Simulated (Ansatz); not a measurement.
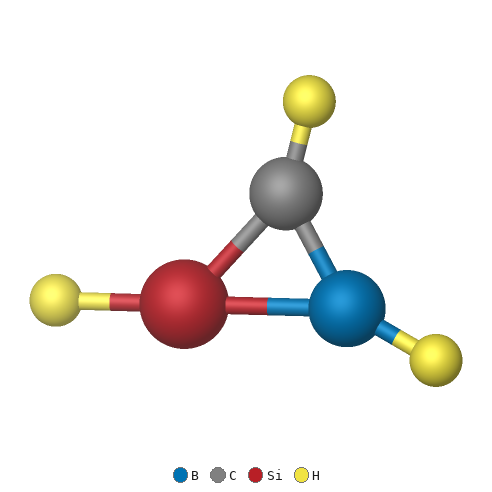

Every bond is drawn as one stick, whatever its order.

Count the atoms of each element.

CH3BSi, 6 atoms: 1 carbon, 3 hydrogen, 1 boron and 1 silicon.

How many sets of symmetry-equivalent atoms are there?

6: 1 B, 1 C, 1 Si, 1 H, 1 H, 1 H.

What is the point group of this geometry?

Cs.

How many bonds of each kind are drawn?

1 C–B, 1 C–Si, 1 B–H, 1 C–H, 1 Si–H, 1 B–Si. Sticks follow a distance rule.

More results for the same structure follow; atom numbers are the same in all pictures, views and colours differ. The computed structure is the end point of a PBE0-D4/def2-TZVP optimisation. No frequency run is at hand to confirm it as a minimum.

Geometry

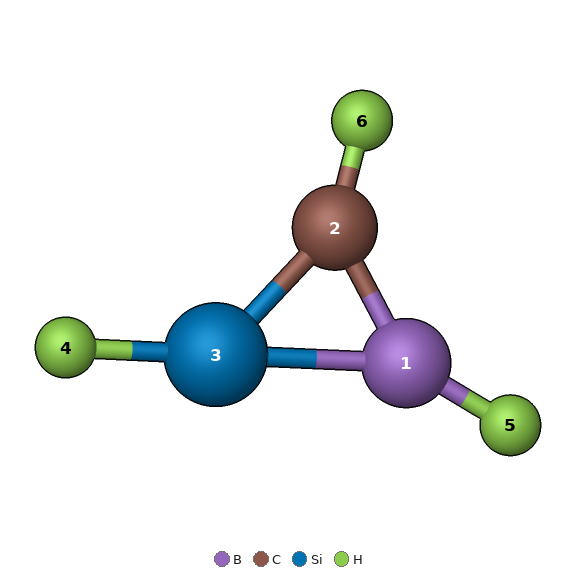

Numbered structure. No frequency run is at hand to confirm it as a minimum.

Estimate the angles C2–B1–Si3, C2–B1–H5, Si3–B1–H5, B1–C2–Si3, B1–C2–H6, Si3–C2–H6, B1–Si3–C2, B1–Si3–H4, C2–Si3–H4.

```
    angle  degrees
C2–B1–Si3     60.4
 C2–B1–H5    147.9
Si3–B1–H5    151.8
B1–C2–Si3     71.6
 B1–C2–H6    137.0
Si3–C2–H6    151.4
B1–Si3–C2     48.0
B1–Si3–H4    179.8
C2–Si3–H4    131.8
```

Charges

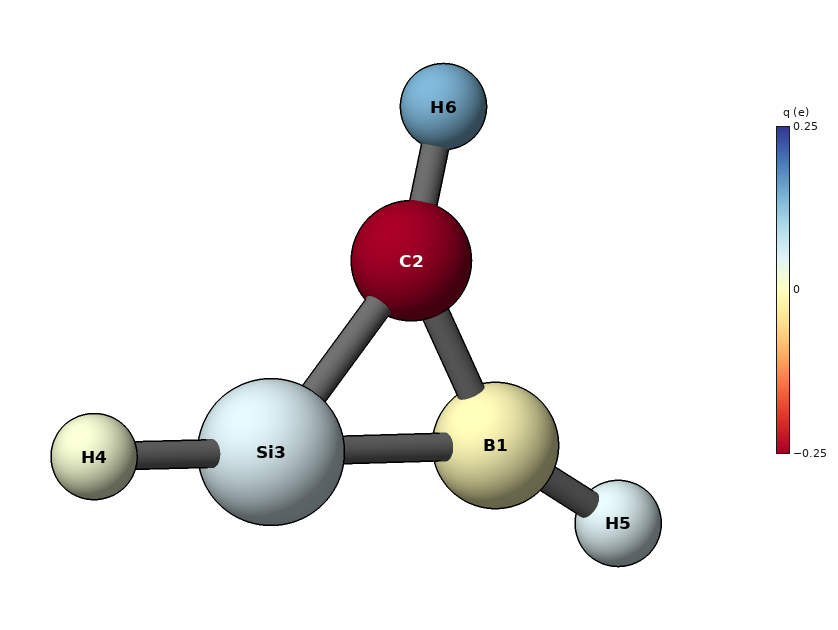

Atoms are coloured by their Mulliken charges. No frequency run is at hand to confirm it as a minimum. Method: RKS PBE0-D4/def2-TZVP (Ansatz 0.2.0).

Which atom carries the highest charge (most positive or least negative)?

H6 (0.14 e).

And the lowest?

C2 (−0.25 e).

List the Mulliken charges.

| atom | value (e) |
| --- | --- |
| B1 | −0.01 |
| C2 | −0.25 |
| Si3 | 0.05 |
| H4 | 0.02 |
| H5 | 0.05 |
| H6 | 0.14 |

Electronic properties

No frequency run is at hand to confirm it as a minimum. Level of theory: RKS PBE0-D4/def2-TZVPP (Ansatz 0.2.0).

Predict the main results.

- HOMO energy (Kohn–Sham orbital): −7.11 eV
- LUMO energy (Kohn–Sham orbital): −1.55 eV
- HOMO–LUMO gap: 5.56 eV

Dipole moment

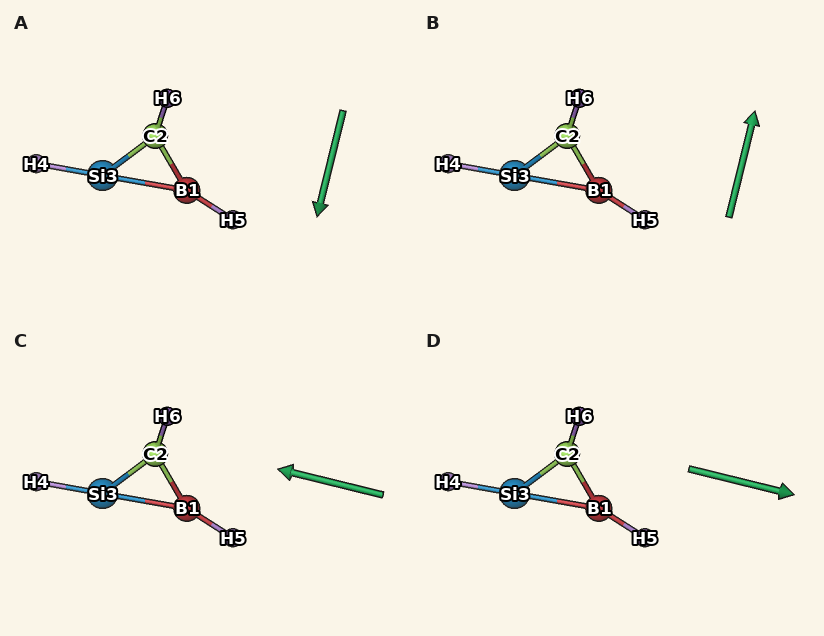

The same molecule four times, each with an arrow. No frequency run is at hand to confirm it as a minimum. Properties computed with RKS PBE0-D4/def2-TZVP (Ansatz 0.2.0).

Which arrow points along the dipole moment, from the negative to the positive end?

C. The dipole moment is 1.44 D; it points from the side of H5 to the side of H4 (the outermost atoms at the two ends).

Mulliken values depend strongly on the basis set and can even reverse the polarity of a bond.
